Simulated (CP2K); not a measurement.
# C2HF2 (SMILES [CH]=C(F)F): UBLYP-D3(BJ)/DZVP-MOLOPT-SR-GTH (core potential)

What is the energy change on altering one bond length of C2HF2 at UBLYP-D3(BJ)/DZVP-MOLOPT-SR-GTH (core potential)? 

The calculation is run with CP2K 2026.2.

1 further run of the same task is left out (set aside as unsound or not needed).

## Step 1: The system as given

C2HF2: 5 atoms, total charge 0, spin state doublet. SMILES: `[CH]=C(F)F`. The shape is that of a PBE0-D4/def2-TZVP optimisation.

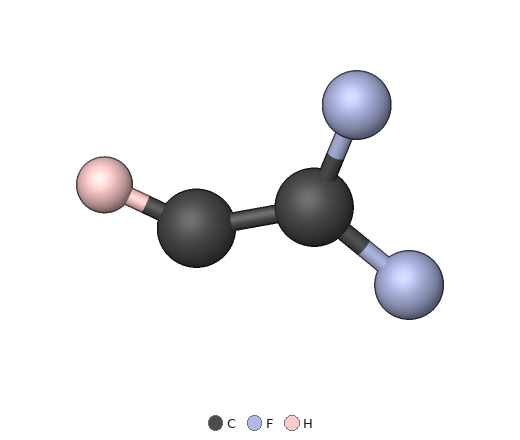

The structure, seen from a chosen angle (carbon dark grey, fluorine light blue, hydrogen pink).

## Step 2: A single-point energy at UBLYP-D3(BJ)/DZVP-MOLOPT-SR-GTH (core potential)

Input file job.inp:

```
&global
    project_name job
    run_type ENERGY
    print_level MEDIUM
&end

&force_eval
    method QUICKSTEP
    &dft
        basis_set_file_name BASIS_MOLOPT
        potential_file_name GTH_POTENTIALS
        charge 0
        multiplicity 2
        unrestricted_kohn_sham T
        &qs
            method GPW
            eps_default 1.0E-10
        &end
        # plane-wave cutoff in Ry
        &mgrid
            cutoff 400
            rel_cutoff 50
            ngrids 4
        &end
        &poisson
            periodic NONE
            poisson_solver MULTIPOLE
        &end
        &scf
            scf_guess ATOMIC
            eps_scf 1.0E-05
            max_scf 40
            &ot ON
                minimizer DIIS
                preconditioner FULL_ALL
            &end
            &outer_scf
                eps_scf 1.0E-05
                max_scf 2
            &end
        &end
        &xc
            &xc_functional BLYP
            &end
            &vdw_potential
                potential_type PAIR_POTENTIAL
                &pair_potential
                    type DFTD3(BJ)
                    parameter_file_name dftd3.dat
                    reference_functional BLYP
                    r_cutoff 15
                &end
            &end
        &end
        &print
            &moments
                periodic F
                reference COM
                max_moment 1
            &end
            &mo_cubes
                nlumo 2
                nhomo -1
                write_cube F
            &end
            &hirshfeld OFF
            &end
        &end
    &end
    # structure
    &subsys
        # box in angstrom
        &cell
            abc [angstrom] 8.7 9.9 8.5
            periodic NONE
        &end
        &coord
            SCALED T
            C    0.47335632   0.57747980   0.47653529
            C    0.49540230   0.44830808   0.49294706
            F    0.59657471   0.39319697   0.58799412
            F    0.41997701   0.35264141   0.41707647
            H    0.40342529   0.64735859   0.41200588
        &end
        &kind C
            basis_set DZVP-MOLOPT-SR-GTH-q4
            potential GTH-BLYP-q4
        &end
        &kind F
            basis_set DZVP-MOLOPT-SR-GTH-q7
            potential GTH-BLYP-q7
        &end
        &kind H
            basis_set DZVP-MOLOPT-SR-GTH-q1
            potential GTH-BLYP-q1
        &end
    &end
&end
```

On the command line:

```bash
$ OMP_NUM_THREADS=1 cp2k.psmp -i job.inp > job.out 2>&1
```

What it wrote (excerpt; [...] marks lines left out):

```text
CP2K| version string:                                       CP2K version 2026.2
[...]
 GLOBAL| Method name                                                        CP2K
[...]
 GLOBAL| Run type                                                         ENERGY
[...]
 DFT| Spin unrestricted (spin-polarized) Kohn-Sham calculation               UKS
 DFT| Multiplicity                                                             2
[...]
 DFT| Charge                                                                   0
[...]
 FUNCTIONAL| BECKE88:
 FUNCTIONAL| LYP:
[...]
 QS| Method:                                                                 GPW
[...]
 QS| Density cutoff [a.u.]:                                                200.0
[...]
 QS| Relative density cutoff [a.u.]:                                        25.0
[...]
                             - Atoms:                                          5
[...]
                             - Spherical basis functions:                     57
[...]
 Number of electrons:                                                         12
[...]
     1 OT DIIS     0.15E+00    2.0     0.09886197       -57.9929221274 -5.80E+01
[...]
    24 OT DIIS     0.15E+00    2.2     0.00000927       -60.2905670895 -3.72E-08
  *** SCF run converged in    24 steps ***
[...]
  Overlap energy of the core charge distribution:               0.00000228444654
  Self energy of the core charge distribution:               -157.39262180225418
  Core Hamiltonian energy:                                     45.22678762378850
  Hartree energy:                                              64.93412684695006
  Exchange-correlation energy:                                -13.05442910767445
  Dispersion energy:                                           -0.00443293477816
  Total energy:                                               -60.29056708952169
[...]
                     Mulliken Population Analysis
 #  Atom  Element  Kind  Atomic population (alpha,beta) Net charge  Spin moment
       1     C        1         2.469717     1.499059     0.031224     0.970658
       2     C        1         1.880761     1.907528     0.211712    -0.026767
       3     F        2         3.579221     3.564819    -0.144040     0.014402
       4     F        2         3.583715     3.553684    -0.137399     0.030031
       5     H        3         0.486586     0.474911     0.038503     0.011676
 # Total charge and spin       12.000000    11.000000    -0.000000     1.000000
[...]
  Dipole moment [Debye]
    X= -0.4489351E+00 Y=  0.1060891E+01 Z= -0.3896359E+00  Total=      1.2160795
[...]
 HOMO - LUMO gap [eV] :    2.396889
 ENERGY| Total FORCE_EVAL ( QS ) energy [hartree]            -60.290567089521694
[...]
```

Run time: 56 s. Hardware: 1 thread of Arm Neoverse N1, shared host; peak memory 0.8 GiB.

## Step 3: The distorted shape at the same level

Input file calc.inp:

```
&GLOBAL
  PROJECT_NAME calc
  RUN_TYPE ENERGY
  PRINT_LEVEL MEDIUM
&END GLOBAL
&FORCE_EVAL
  METHOD Quickstep
  &DFT
    BASIS_SET_FILE_NAME BASIS_MOLOPT
    POTENTIAL_FILE_NAME GTH_POTENTIALS
    MULTIPLICITY 2
    UKS T
    # Quickstep
    &QS
      METHOD GPW
      EPS_DEFAULT 1.0E-10
    &END QS
    # real-space grids
    &MGRID
      CUTOFF 400
      REL_CUTOFF 50
      NGRIDS 4
    &END MGRID
    &POISSON
      PERIODIC NONE
      POISSON_SOLVER MULTIPOLE
    &END POISSON
    # self-consistent field
    &SCF
      SCF_GUESS ATOMIC
      EPS_SCF 1.0E-05
      MAX_SCF 40
      &OT
        MINIMIZER DIIS
        PRECONDITIONER FULL_ALL
      &END OT
      &OUTER_SCF
        EPS_SCF 1.0E-05
        MAX_SCF 2
      &END OUTER_SCF
    &END SCF
    &XC
      &XC_FUNCTIONAL BLYP
      &END XC_FUNCTIONAL
      &VDW_POTENTIAL
        POTENTIAL_TYPE PAIR_POTENTIAL
        &PAIR_POTENTIAL
          TYPE DFTD3(BJ)
          PARAMETER_FILE_NAME dftd3.dat
          REFERENCE_FUNCTIONAL BLYP
          R_CUTOFF 15
        &END PAIR_POTENTIAL
      &END VDW_POTENTIAL
    &END XC
    &PRINT
      &MOMENTS
        PERIODIC F
        REFERENCE COM
        MAX_MOMENT 1
      &END MOMENTS
      &MO_CUBES
        NLUMO 2
        NHOMO -1
        WRITE_CUBE F
      &END MO_CUBES
      &HIRSHFELD OFF
      &END HIRSHFELD
    &END PRINT
  &END DFT
  # atoms, cell and kinds
  &SUBSYS
    &CELL
      ABC 8.7 10.1 8.5
      PERIODIC NONE
    &END CELL
    &COORD
      C     -0.056970     1.104523    -0.035825
      C      0.163600    -0.366100     0.124600
      F      1.043800    -0.911700     0.932500
      F     -0.492600    -1.313200    -0.520300
      H     -0.665370     1.796323    -0.584325
    &END COORD
    &TOPOLOGY
      &CENTER_COORDINATES
      &END CENTER_COORDINATES
    &END TOPOLOGY
    &KIND C
      BASIS_SET DZVP-MOLOPT-SR-GTH-q4
      POTENTIAL GTH-BLYP-q4
    &END KIND
    &KIND F
      BASIS_SET DZVP-MOLOPT-SR-GTH-q7
      POTENTIAL GTH-BLYP-q7
    &END KIND
    &KIND H
      BASIS_SET DZVP-MOLOPT-SR-GTH-q1
      POTENTIAL GTH-BLYP-q1
    &END KIND
  &END SUBSYS
&END FORCE_EVAL
```

On the command line:

```bash
$ OMP_NUM_THREADS=1 cp2k.psmp -i calc.inp -o calc.out
```

What it wrote (excerpt; [...] marks lines left out):

```text
CP2K| version string:                                       CP2K version 2026.2
[...]
 GLOBAL| Method name                                                        CP2K
[...]
 GLOBAL| Run type                                                         ENERGY
[...]
 DFT| Spin unrestricted (spin-polarized) Kohn-Sham calculation               UKS
 DFT| Multiplicity                                                             2
[...]
 DFT| Charge                                                                   0
[...]
 FUNCTIONAL| BECKE88:
 FUNCTIONAL| LYP:
[...]
 QS| Method:                                                                 GPW
[...]
 QS| Density cutoff [a.u.]:                                                200.0
[...]
 QS| Relative density cutoff [a.u.]:                                        25.0
[...]
                             - Atoms:                                          5
[...]
                             - Spherical basis functions:                     57
[...]
 Number of electrons:                                                         12
[...]
     1 OT DIIS     0.15E+00    2.1     0.09591031       -58.0919334386 -5.81E+01
[...]
    33 OT DIIS     0.15E+00    2.3     0.00000811       -60.2622332080 -2.50E-08
  *** SCF run converged in    33 steps ***
[...]
  Overlap energy of the core charge distribution:               0.00000052237895
  Self energy of the core charge distribution:               -157.39262180225418
  Core Hamiltonian energy:                                     44.85929483936883
  Hartree energy:                                              65.22618007884417
  Exchange-correlation energy:                                -12.95075941020197
  Dispersion energy:                                           -0.00432743617293
  Total energy:                                               -60.26223320803715
[...]
  Dipole moment [Debye]
    X= -0.4057244E+00 Y=  0.7997018E+00 Z= -0.3531476E+00  Total=      0.9637678
[...]
 HOMO - LUMO gap [eV] :    2.063326
 ENERGY| Total FORCE_EVAL ( QS ) energy [hartree]            -60.262233208037145
[...]
```

It took 80 s on 1 thread of Arm Neoverse N1, shared host; peak memory 0.83 GiB.

## Step 4: Summary of results

Level: UBLYP-D3(BJ)/DZVP-MOLOPT-SR-GTH (core potential).

| quantity | value |
| --- | --- |
| first shape: total energy | -60.29057 Eh |
| first shape: dipole moment | 1.22 D |
| first shape: HOMO energy (highest over α and β) | -6.25 eV |
| first shape: LUMO energy (lowest over α and β) | -3.86 eV |
| first shape: dispersion energy | -11.64 kJ/mol |
| first shape: ⟨S²⟩ | 0.758 |
| distorted shape: total energy | -60.26223 Eh |
| distorted shape: dipole moment | 0.96 D |
| distorted shape: HOMO energy (highest over α and β) | -5.61 eV |
| distorted shape: LUMO energy (lowest over α and β) | -3.55 eV |
| distorted shape: dispersion energy | -11.36 kJ/mol |
| distorted shape: ⟨S²⟩ | 0.778 |
| energy change with the C1–C2 bond stretched from 1.301 to 1.496 Å | 0.771 eV |

In words: With the C1–C2 bond stretched from 1.301 to 1.496 Å the energy rises by 0.77 eV (17.8 kcal/mol). The first shape isn't relaxed at this level, so the change isn't measured from a minimum.
